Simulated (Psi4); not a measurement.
## Excited-state calculation, with input and output: CH7BSi2

The run: excited-state calculation of CH7BSi2. Method and program: TDHF/def2-SVP, RHF (Psi4 1.11).

The geometry comes from this level: PBE0-D4/def2-TZVP.

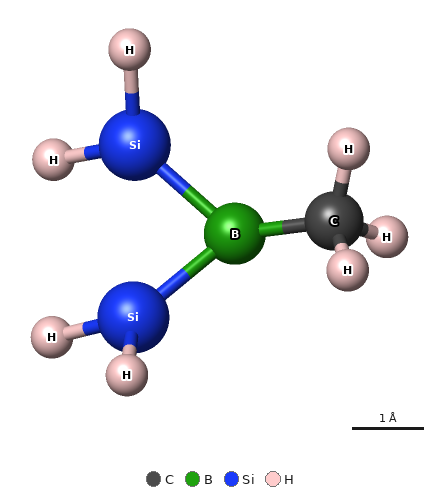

**Figure 1.** The structure (ball-and-stick view, seen at a tilt).

Key numbers:

- outcome: converged
- total energy: −644.174667 hartree
- basis functions: 99
- HOMO: −8.13 eV
- LUMO: 2.01 eV
- dipole moment: 0.15 D
- lowest excitation: 4.24 eV
- hardware: 1 thread of AMD EPYC (Zen 2), 12 GiB of memory available, shared host
- wall time: 15 s
- peak memory: 0.39 GiB

Input (input.dat):
```python
memory 1.6 GB

molecule {
  0 1
  C     -0.263900     1.793500     0.099500
  B     -0.450600     0.243000    -0.016600
  Si     0.018800    -1.148600     1.199400
  Si     0.210300    -0.982900    -1.318800
  H      0.165600     2.121800     1.048800
  H     -1.271300     2.229100     0.051100
  H      0.301000     2.238000    -0.723000
  H     -0.479200    -2.541300     1.107000
  H      0.876900    -0.975400     2.403900
  H      1.239000    -0.662800    -2.346600
  H     -0.281200    -2.371200    -1.484200
  symmetry c1
}

set {
  basis def2-SVP
  puream true
  scf_type pk
  save_jk true
}

from psi4.driver.procrouting.response.scf_response import tdscf_excitations
E, wfn = energy('hf', return_wfn=True)
states = tdscf_excitations(wfn, states=5, tda=False)
```

Run as:
```bash
psi4 input.dat output.dat -n 1
```

The program's output:
```
Psi4 1.11 release

   => Loading Basis Set <=

    Name: DEF2-SVP
    Role: ORBITAL
    Keyword: BASIS

         ---------------------------------------------------------
                                   SCF
                              RHF Reference
                        1 Threads,   1525 MiB Core
         ---------------------------------------------------------

  ==> Geometry <==

    Molecular point group: c1
    Full point group: C1

    Geometry (in Angstrom), charge = 0, multiplicity = 1:

       Center              X                  Y                   Z               Mass
    ------------   -----------------  -----------------  -----------------  -----------------
         C           -0.250379922861     2.205007894760     0.125910230679    12.000000000000
         B           -0.437079922861     0.654507894760     0.009810230679    11.009305360000
         SI           0.032320077139    -0.737092105240     1.225810230679    27.976926534650
         SI           0.223820077139    -0.571392105240    -1.292389769321    27.976926534650
         H            0.179120077139     2.533307894760     1.075210230679     1.007825032230
         H           -1.257779922861     2.640607894760     0.077510230679     1.007825032230
         H            0.314520077139     2.649507894760    -0.696589769321     1.007825032230
         H           -0.465679922861    -2.129792105240     1.133410230679     1.007825032230
         H            0.890420077139    -0.563892105240     2.430310230679     1.007825032230
         H            1.252520077139    -0.251292105240    -2.320189769321     1.007825032230
         H           -0.267679922861    -1.959692105240    -1.457789769321     1.007825032230

  Running in c1 symmetry.

  Rotational constants: A =      0.15060  B =      0.13507  C =      0.07490 [cm^-1]
  Rotational constants: A =   4514.79226  B =   4049.42366  C =   2245.37837 [MHz]
  Nuclear repulsion =  181.476428428229070

  Charge       = 0
  Multiplicity = 1
  Electrons    = 46
  Nalpha       = 23
  Nbeta        = 23

  ==> Algorithm <==

  SCF Algorithm Type is PK.
  DIIS enabled.
  MOM disabled.
  Fractional occupation disabled.
  Guess Type is SAD.
  Energy threshold   = 1.00e-06
  Density threshold  = 1.00e-06
  Integral threshold = 1.00e-12

  ==> Primary Basis <==

  Basis Set: DEF2-SVP
    Blend: DEF2-SVP
    Number of shells: 49
    Number of basis functions: 99
    Number of Cartesian functions: 103
    Spherical Harmonics?: true
    Max angular momentum: 2

  ==> Integral Setup <==

  Using in-core PK algorithm.
   Calculation information:
      Number of atoms:                  11
      Number of AO shells:              49
      Number of primitives:             95
      Number of atomic orbitals:       103
      Number of basis functions:        99

      Integral cutoff                 1.00e-12
      Number of threads:                 1

  Performing in-core PK
  Using 24507450 doubles for integral storage.
  We computed 661448 shell quartets total.
  Whereas there are 750925 unique shell quartets.

  ==> DiskJK: Disk-Based J/K Matrices <==

    J tasked:                  Yes
    K tasked:                  Yes
    wK tasked:                  No
    Memory [MiB]:             1144
    Schwarz Cutoff:          1E-12

  Minimum eigenvalue in the overlap matrix is 2.9371180057E-03.
  Reciprocal condition number of the overlap matrix is 5.1378318011E-04.
    Using symmetric orthogonalization.

  ==> Pre-Iterations <==

  SCF Guess: Superposition of Atomic Densities via on-the-fly atomic UHF (no occupation information).

   -------------------------
    Irrep   Nso     Nmo
   -------------------------
     A         99      99
   -------------------------
    Total      99      99
   -------------------------

  ==> Iterations <==

                        Total Energy        Delta E     RMS |[F,P]|

   @RHF iter SAD:  -643.52046730612744   -6.43520e+02   0.00000e+00
   @RHF iter   1:  -644.04872360485354   -5.28256e-01   4.00093e-03 ADIIS/DIIS
   @RHF iter   2:  -644.14379673039616   -9.50731e-02   2.08144e-03 ADIIS/DIIS
   @RHF iter   3:  -644.17240666199405   -2.86099e-02   3.88718e-04 ADIIS/DIIS
   @RHF iter   4:  -644.17455315872019   -2.14650e-03   8.41855e-05 DIIS
   @RHF iter   5:  -644.17464872702169   -9.55683e-05   2.36867e-05 DIIS
   @RHF iter   6:  -644.17466341547049   -1.46884e-05   1.00348e-05 DIIS
   @RHF iter   7:  -644.17466621792607   -2.80246e-06   4.24054e-06 DIIS
   @RHF iter   8:  -644.17466689933246   -6.81406e-07   9.83756e-07 DIIS
  Energy and wave function converged.

  ==> Post-Iterations <==

    Orbital Energies [Eh]
    ---------------------

    Doubly Occupied:

       1A    -68.751991     2A    -68.751960     3A    -11.210857
       4A     -7.599721     5A     -6.126791     6A     -6.126738
       7A     -4.237139     8A     -4.236960     9A     -4.235569
      10A     -4.235513    11A     -4.235149    12A     -4.235097
      13A     -0.940451    14A     -0.784343    15A     -0.662583
      16A     -0.589436    17A     -0.557389    18A     -0.549704
      19A     -0.517093    20A     -0.471953    21A     -0.469948
      22A     -0.361081    23A     -0.298661

    Virtual:

      24A      0.073874    25A      0.082473    26A      0.142955
      27A      0.167014    28A      0.209540    29A      0.226248
      30A      0.233055    31A      0.237443    32A      0.264984
      33A      0.276034    34A      0.307069    35A      0.326913
      36A      0.363387    37A      0.388533    38A      0.406131
      39A      0.452316    40A      0.471154    41A      0.516506
      42A      0.528618    43A      0.551941    44A      0.589411
      45A      0.621211    46A      0.632982    47A      0.650044
      48A      0.682586    49A      0.694947    50A      0.711027
      51A      0.726119    52A      0.740911    53A      0.755733
      54A      0.772131    55A      0.798233    56A      0.838578
      57A      0.880097    58A      0.917575    59A      0.925749
      60A      0.940927    61A      0.948068    62A      0.982676
      63A      0.986227    64A      1.104509    65A      1.123794
      66A      1.167007    67A      1.167434    68A      1.210439
      69A      1.349740    70A      1.382110    71A      1.569409
      72A      1.621541    73A      1.689920    74A      1.729859
      75A      1.794522    76A      1.797874    77A      1.811312
      78A      1.817822    79A      1.835441    80A      1.841069
      81A      1.857845    82A      1.909037    83A      2.032298
      84A      2.033460    85A      2.090053    86A      2.097623
      87A      2.216726    88A      2.282132    89A      2.337367
      90A      2.338853    91A      2.445782    92A      2.520811
      93A      2.537408    94A      2.692245    95A      2.821230
      96A      2.825206    97A      3.072077    98A      3.312217
      99A      3.331670

    Final Occupation by Irrep:
              A
    DOCC [    23 ]
    NA   [    23 ]
    NB   [    23 ]

  @RHF Final Energy:  -644.17466689933246

   => Energetics <=

    Nuclear Repulsion Energy =            181.4764284282290703
    One-Electron Energy =               -1250.9295978940558598
    Two-Electron Energy =                 425.2785025664942964
    Total Energy =                       -644.1746668993323510

Computation Completed

Properties will be evaluated at   0.000000,   0.000000,   0.000000 [a0]

Properties computed using the SCF density matrix

 Multipole Moments:

 ------------------------------------------------------------------------------------
     Multipole            Electronic (a.u.)      Nuclear  (a.u.)        Total (a.u.)
 ------------------------------------------------------------------------------------

 L = 1.  Multiply by 2.5417464519 to convert [e a0] to [Debye]
 Dipole X            :         -1.0274660            1.0274886            0.0000226
 Dipole Y            :         -2.0227267            2.0835424            0.0608157
 Dipole Z            :         -0.2124496            0.2159402            0.0034905
 Magnitude           :                                                    0.0609158

 ------------------------------------------------------------------------------------

	total time  =          2 seconds =       0.03 minutes

******************************************************************************************
**********                               WARNING                                **********
**********       The names of excited state variables changed between 1.5       **********
**********     and 1.6. For a quick solution, remove the symmetry specifier     **********
**********   from the variable name. For full details, see 'Notes on Psivars'   **********
**********                        in the documentation.                         **********
******************************************************************************************

         ---------------------------------------------------------
                         TDSCF excitation energies
         ---------------------------------------------------------

  ==> Options <==

     Residual threshold  : 1.0000e-04
     Initial guess       : denominators
     Reference           : RHF
     Solver type         : RPA (Hamiltonian)

  ==> Requested Excitations <==

      5 singlet states with A symmetry

  ==> Seeking the lowest 5 singlet states with A symmetry

                        Generalized Hamiltonian Solver

  ==> Options <==

    Max number of iterations        = 60
    Eigenvector tolerance           = 1.0000e-04
    Max number of expansion vectors = 1000

  => Iterations <=
                              Max[D[value]]     Max[|R|]   # vectors
  HamiltonianSolver iter   1:   2.66788e-01  2.38671e-01     20
  HamiltonianSolver iter   2:   2.11146e-02  5.56619e-02     30
  HamiltonianSolver iter   3:   9.74846e-04  1.62566e-02     40
  HamiltonianSolver iter   4:   6.39214e-05  4.49740e-03     50
  HamiltonianSolver iter   5:   4.83187e-06  1.25288e-03     60
  HamiltonianSolver iter   6:   3.23315e-07  3.14187e-04     70
  HamiltonianSolver iter   7:   1.43742e-08  7.23184e-05     76      Converged

******************************************************************************************
**********                               WARNING                                **********
**********  Length-gauge rotatory strengths are **NOT** gauge-origin invariant  **********
******************************************************************************************

                                    Excitation Energy         Total Energy        Oscillator Strength             Rotatory Strength
     #   Sym: GS->ES (Trans)        au              eV              au          au (length)    au (velocity)    au (length)    au (velocity)
    ---- -------------------- --------------- --------------- --------------- --------------- --------------- --------------- ---------------
     1        A->A (1 A)       0.15564         4.23515        -644.01903       0.0717          0.0649         -0.0011         -0.0008
     2        A->A (1 A)       0.16912         4.60192        -644.00555       0.0047          0.0009          0.0011          0.0009
     3        A->A (1 A)       0.20052         5.45645        -643.97415       0.4427          0.3878          0.0014          0.0014
     4        A->A (1 A)       0.21845         5.94431        -643.95622       0.0166          0.0171         -0.0010         -0.0010
     5        A->A (1 A)       0.24549         6.68025        -643.92917       0.2404          0.1956         -0.0016         -0.0015

Contributing excitations and de-excitations
Only contributions with abs(coeff) > 1.00e-01 will be printed:

Excited State    1 (1 A):   0.15564 au   292.75 nm f = 0.0717
  Sums of squares: Xssq =  1.009040e+00; Yssq =  9.039880e-03; Xssq - Yssq =  1.000000e+00
     22a  ->  25a     0.100080 ( 1.002%)
     23a  ->  24a     0.967694 (93.643%)
     23a  ->  26a     0.109642 ( 1.202%)
     23a  ->  28a     0.112867 ( 1.274%)

Excited State    2 (1 A):   0.16912 au   269.42 nm f = 0.0047
  Sums of squares: Xssq =  1.004119e+00; Yssq =  4.119046e-03; Xssq - Yssq =  1.000000e+00
     22a  ->  24a    -0.924642 (85.496%)
     23a  ->  25a    -0.330965 (10.954%)

Excited State    3 (1 A):   0.20052 au   227.23 nm f = 0.4427
  Sums of squares: Xssq =  1.011434e+00; Yssq =  1.143389e-02; Xssq - Yssq =  1.000000e+00
     22a  ->  24a    -0.312876 ( 9.789%)
     22a  ->  26a     0.166022 ( 2.756%)
     23a  ->  25a     0.918661 (84.394%)

Excited State    4 (1 A):   0.21845 au   208.58 nm f = 0.0166
  Sums of squares: Xssq =  1.003877e+00; Yssq =  3.876851e-03; Xssq - Yssq =  1.000000e+00
     20a  ->  24a     0.123868 ( 1.534%)
     22a  ->  25a    -0.955383 (91.276%)
     23a  ->  26a     0.183578 ( 3.370%)

Excited State    5 (1 A):   0.24549 au   185.60 nm f = 0.2404
  Sums of squares: Xssq =  1.005721e+00; Yssq =  5.721207e-03; Xssq - Yssq =  1.000000e+00
     20a  ->  24a    -0.157491 ( 2.480%)
     22a  ->  25a     0.140133 ( 1.964%)
     23a  ->  24a    -0.129056 ( 1.666%)
     23a  ->  26a     0.922717 (85.141%)
     23a  ->  27a     0.113281 ( 1.283%)
     23a  ->  31a    -0.155137 ( 2.407%)

******************************************************************************************
**********                               WARNING                                **********
**********       The names of excited state variables changed between 1.5       **********
**********     and 1.6. For a quick solution, remove the symmetry specifier     **********
**********   from the variable name. For full details, see 'Notes on Psivars'   **********
**********                        in the documentation.                         **********
******************************************************************************************

    Psi4 run time: 0:00:13.16
```

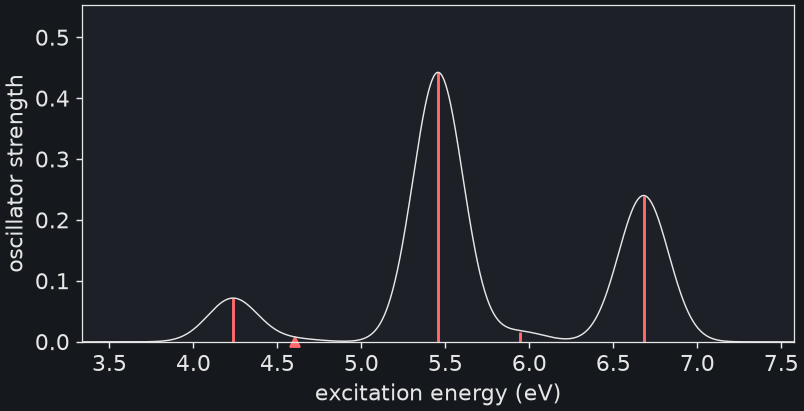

**Figure 2.** Computed excitations as sticks (degenerate states added up, dark ones marked on the axis), with a Gaussian envelope of 0.35 eV full width at half maximum, scaled to the tallest. Of the 5 states the lowest lies at 4.24 eV (f = 0.072); the strongest line is at 5.46 eV, or 227 nm (f = 0.443).

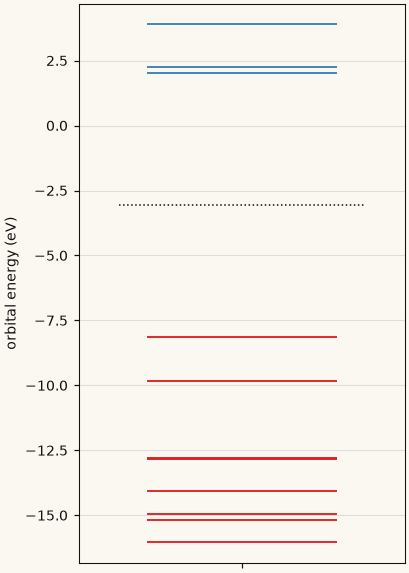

**Figure 3.** Orbital energies near the frontier; the dotted line parts filled from empty levels, and levels within 0.02 eV of each other stand side by side. Highest filled −8.13 eV, lowest empty 2.01 eV, 10.14 eV apart.
